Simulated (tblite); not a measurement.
**Run report: C₃H₇F₃GeSi, geometry relaxation (part 2 of 2)**

C₃H₇F₃GeSi, SMILES FC(F)=C(F)[SiH2][CH2][GeH3]; GFN2-xTB geometry optimisation, gas phase (tblite 0.8.0). It belongs to a series of runs on one base structure; here: H on Si replaced by CF=CF2.

Geometry of the input (Å):
```
F  -1.7381  -0.7572  1.4566
C  -2.5475  -0.6348  0.3501
F  -3.7593  -1.2211  0.2817
C  -2.0620  0.0879  -0.6664
F  -2.7520  0.2676  -1.7916
Si -0.3900  0.8765  -0.5621
C  0.7845  -0.5577  -0.2928
Ge 2.6247  0.0832  -0.2274
H  -0.4246  1.7533  0.6265
H  -0.0310  1.6223  -1.7443
H  0.6226  -1.3507  -1.0790
H  0.4800  -0.9883  0.7025
H  3.3671  -0.7944  0.8154
H  3.2911  0.0505  -1.6354
H  2.5302  1.5712  0.2388
```

### Trajectory as extended XYZ, continued
```
15
Properties=species:S:1:pos:R:3:forces:R:3 step=52 energy=-756.26653
F    -2.0893   -0.8869    1.4371    0.0370  -0.0350  -0.0350
C    -2.7137   -0.6160    0.2917   -0.0490   0.1030   0.0300
F    -3.9475   -1.1043    0.3205    0.0010  -0.0420  -0.0090
C    -2.1313    0.0783   -0.6698    0.0050  -0.0120  -0.0100
F    -2.8425    0.3400   -1.7863   -0.0220  -0.0440  -0.0090
Si   -0.3760    0.8115   -0.6024    0.0300   0.0140   0.0130
C     0.8666   -0.5537   -0.1813   -0.0260  -0.0260   0.0330
Ge    2.7168    0.1180   -0.2009    0.0170   0.0290  -0.0050
H    -0.4119    1.8409    0.4401    0.0300   0.0190   0.0170
H    -0.1852    1.3900   -1.9317    0.0180  -0.0100  -0.0240
H     0.7693   -1.4002   -0.8610    0.0280   0.0250  -0.0210
H     0.6620   -0.9323    0.8196   -0.0330  -0.0180   0.0270
H     3.6733   -0.8626    0.4060   -0.0290  -0.0050   0.0170
H     3.2053    0.3934   -1.5858   -0.0450   0.0290  -0.0090
H     2.7997    1.3920    0.5766    0.0380  -0.0260  -0.0150
15
Properties=species:S:1:pos:R:3:forces:R:3 step=58 energy=-756.27258
F    -2.0841   -0.8943    1.4163    0.0070   0.0030   0.0130
C    -2.7240   -0.5949    0.2867    0.0160  -0.0350  -0.0110
F    -3.9568   -1.0851    0.3186   -0.0030   0.0060   0.0030
C    -2.1324    0.0812   -0.6817   -0.0150   0.0070   0.0020
F    -2.8441    0.3510   -1.7955   -0.0180  -0.0150  -0.0120
Si   -0.3667    0.7898   -0.6147    0.0130   0.0070   0.0110
C     0.8650   -0.5686   -0.1433   -0.0090   0.0260  -0.0010
Ge    2.7056    0.1292   -0.2000    0.0090   0.0110   0.0270
H    -0.3849    1.8437    0.4046    0.0080   0.0230  -0.0090
H    -0.1638    1.3207   -1.9630    0.0220   0.0000  -0.0020
H     0.7821   -1.4296   -0.8069   -0.0030   0.0220   0.0210
H     0.6580   -0.9171    0.8688   -0.0020  -0.0280  -0.0320
H     3.6952   -0.8713    0.3079    0.0080  -0.0480  -0.0140
H     3.1146    0.5111   -1.5858   -0.0260  -0.0030   0.0140
H     2.8319    1.3422    0.6606   -0.0040   0.0260  -0.0110
15
Properties=species:S:1:pos:R:3:forces:R:3 step=65 energy=-756.27474
F    -2.0696   -0.8891    1.4133   -0.0060   0.0030   0.0010
C    -2.7147   -0.5989    0.2838    0.0050  -0.0030   0.0060
F    -3.9459   -1.0931    0.3228    0.0160  -0.0040  -0.0020
C    -2.1324    0.0843   -0.6857    0.0040  -0.0060   0.0080
F    -2.8493    0.3405   -1.7999    0.0110   0.0040   0.0050
Si   -0.3659    0.7966   -0.6125   -0.0070  -0.0010  -0.0140
C     0.8583   -0.5661   -0.1373    0.0140   0.0200  -0.0030
Ge    2.7003    0.1297   -0.1881   -0.0110  -0.0180  -0.0040
H    -0.3754    1.8553    0.4020   -0.0150   0.0140  -0.0120
H    -0.1447    1.3204   -1.9615    0.0000  -0.0020   0.0090
H     0.7797   -1.4191   -0.8106    0.0000   0.0020  -0.0060
H     0.6452   -0.9314    0.8663   -0.0110  -0.0040   0.0060
H     3.6876   -0.8851    0.3015   -0.0060   0.0060  -0.0050
H     3.0880    0.5114   -1.5790    0.0020  -0.0050  -0.0070
H     2.8344    1.3526    0.6573    0.0040  -0.0070   0.0180
15
Properties=species:S:1:pos:R:3:forces:R:3 step=72 energy=-756.27558
F    -2.0741   -0.8936    1.4160    0.0050   0.0000  -0.0010
C    -2.7144   -0.6008    0.2847    0.0050   0.0000   0.0000
F    -3.9474   -1.0907    0.3204    0.0050  -0.0060  -0.0010
C    -2.1288    0.0799   -0.6845    0.0000   0.0110   0.0050
F    -2.8457    0.3429   -1.7971    0.0000  -0.0090   0.0000
Si   -0.3639    0.7943   -0.6180   -0.0020   0.0060   0.0020
C     0.8587   -0.5625   -0.1236   -0.0010  -0.0010  -0.0090
Ge    2.6991    0.1316   -0.1845   -0.0070  -0.0080   0.0030
H    -0.3826    1.8770    0.3705   -0.0040   0.0070   0.0060
H    -0.1335    1.2986   -1.9722   -0.0070  -0.0050  -0.0090
H     0.7842   -1.4170   -0.7957   -0.0130  -0.0080  -0.0060
H     0.6415   -0.9273    0.8796   -0.0010   0.0130  -0.0010
H     3.6935   -0.8969    0.2551    0.0060  -0.0110   0.0100
H     3.0598    0.5446   -1.5735    0.0040   0.0100  -0.0020
H     2.8491    1.3278    0.6952    0.0100   0.0010   0.0060
15
Properties=species:S:1:pos:R:3:forces:R:3 step=78 energy=-756.27609
F    -2.0663   -0.8908    1.4196    0.0030   0.0060   0.0030
C    -2.7070   -0.6028    0.2874    0.0010  -0.0050  -0.0030
F    -3.9352   -1.1043    0.3193   -0.0030  -0.0090   0.0050
C    -2.1270    0.0844   -0.6805    0.0020  -0.0070  -0.0080
F    -2.8434    0.3352   -1.7960   -0.0080   0.0020   0.0000
Si   -0.3648    0.8043   -0.6178    0.0010   0.0060  -0.0030
C     0.8538   -0.5587   -0.1284   -0.0070   0.0020   0.0080
Ge    2.6977    0.1260   -0.1818    0.0160   0.0080  -0.0030
H    -0.3923    1.8925    0.3657    0.0140  -0.0120  -0.0030
H    -0.1342    1.2994   -1.9753   -0.0080   0.0050  -0.0080
H     0.7739   -1.4116   -0.8030   -0.0050   0.0140   0.0040
H     0.6328   -0.9246    0.8735    0.0010   0.0040   0.0040
H     3.6907   -0.9044    0.2607   -0.0110  -0.0070  -0.0020
H     3.0607    0.5417   -1.5704    0.0080   0.0030   0.0090
H     2.8562    1.3216    0.6994   -0.0040  -0.0110  -0.0020
15
Properties=species:S:1:pos:R:3:forces:R:3 step=84 energy=-756.27671
F    -2.0569   -0.8845    1.4228    0.0030  -0.0020  -0.0100
C    -2.6990   -0.6087    0.2881    0.0000   0.0050   0.0050
F    -3.9220   -1.1241    0.3214    0.0150   0.0040   0.0000
C    -2.1261    0.0834   -0.6810   -0.0090   0.0030   0.0070
F    -2.8479    0.3278   -1.7948    0.0010  -0.0050  -0.0030
Si   -0.3669    0.8150   -0.6249   -0.0070  -0.0140  -0.0110
C     0.8479   -0.5482   -0.1265    0.0100   0.0100  -0.0120
Ge    2.6997    0.1199   -0.1800   -0.0230  -0.0050   0.0070
H    -0.3901    1.9070    0.3523    0.0030   0.0090   0.0050
H    -0.1408    1.2981   -1.9884   -0.0070   0.0020   0.0110
H     0.7571   -1.3994   -0.8012    0.0170  -0.0150   0.0030
H     0.6258   -0.9120    0.8761    0.0010   0.0120  -0.0050
H     3.6837   -0.9238    0.2515   -0.0130  -0.0050  -0.0120
H     3.0657    0.5572   -1.5608    0.0070  -0.0090   0.0010
H     2.8653    1.3003    0.7177    0.0030   0.0100   0.0130
15
Properties=species:S:1:pos:R:3:forces:R:3 step=91 energy=-756.27734
F    -2.0454   -0.8812    1.4232    0.0020   0.0010   0.0000
C    -2.6921   -0.6119    0.2897    0.0010  -0.0010  -0.0010
F    -3.9089   -1.1407    0.3240    0.0000   0.0020   0.0050
C    -2.1282    0.0857   -0.6805    0.0000  -0.0030  -0.0020
F    -2.8528    0.3187   -1.7950   -0.0030   0.0030   0.0010
Si   -0.3712    0.8220   -0.6339    0.0010  -0.0020  -0.0010
C     0.8438   -0.5375   -0.1276    0.0010  -0.0010   0.0010
Ge    2.6980    0.1189   -0.1752   -0.0020  -0.0010   0.0000
H    -0.3859    1.9219    0.3356   -0.0060  -0.0030  -0.0040
H    -0.1526    1.2943   -2.0015    0.0010   0.0080  -0.0030
H     0.7550   -1.3969   -0.7923    0.0040  -0.0020   0.0010
H     0.6198   -0.8896    0.8787   -0.0050  -0.0030   0.0000
H     3.6679   -0.9480    0.2277    0.0010  -0.0050   0.0060
H     3.0698    0.5741   -1.5481    0.0010   0.0060  -0.0050
H     2.8781    1.2782    0.7477    0.0050   0.0020   0.0020
```

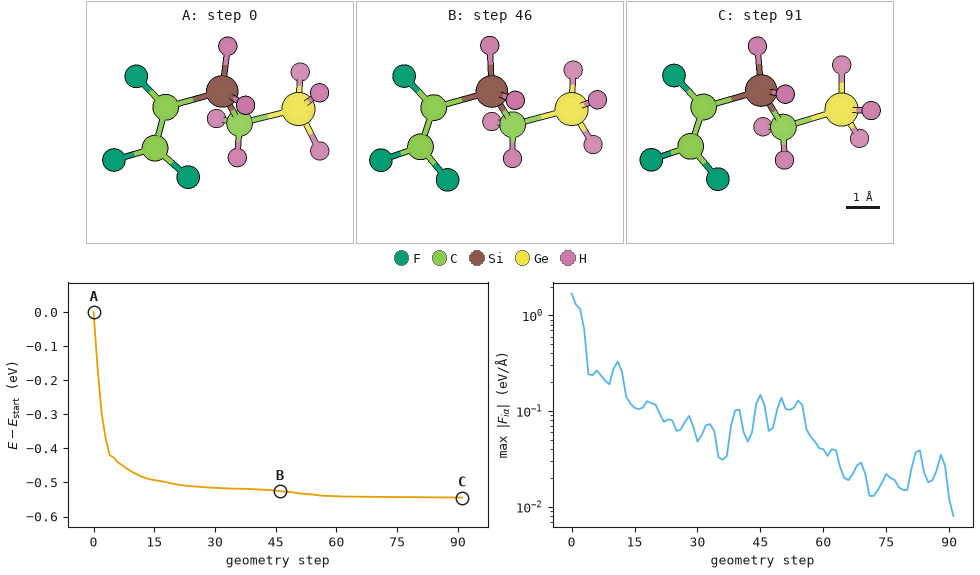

Figure 1. Frames of the relaxation (ball-and-stick view, seen at a tilt) above the curves, on which the letters mark them (steps are counted from 0).

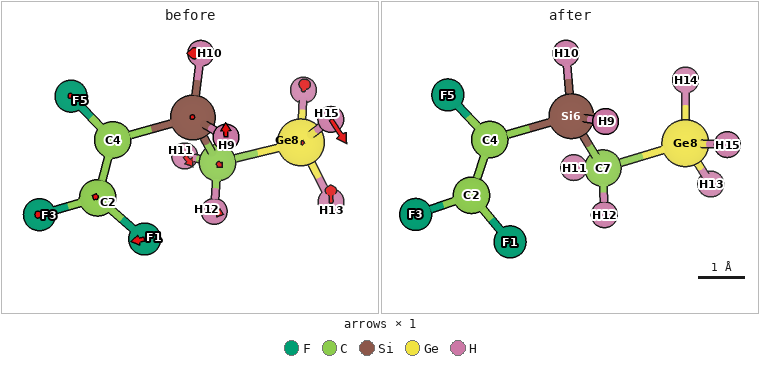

Figure 2. Before (left) and after (right) the relaxation, at one scale (ball-and-stick view, seen at a tilt). The red arrows give the displacements, at true length. The largest move after the best rigid fit is that of H15, 0.68 Å. Largest moves by element: H 0.68 Å, F 0.33 Å, C 0.18 Å, Ge 0.10 Å, Si 0.10 Å. Among the contacts that change: Ge8–H14 1.558 → 1.493 Å, Ge8–H13 1.552 → 1.497 Å, C4–Si6 1.852 → 1.906 Å, F1–C2 1.376 → 1.333 Å. Among the angles that change: F1–C2–F3 122.1° → 110.0°, C4–Si6–H10 113.5° → 103.9°, F3–C2–C4 121.5° → 128.4°. After 91 geometry steps the energy has fallen by 0.544 eV. Largest force component: 1.7 eV/Å at the start, 0.008 eV/Å at the end. (Atoms are counted from 1 in the order of the input.)
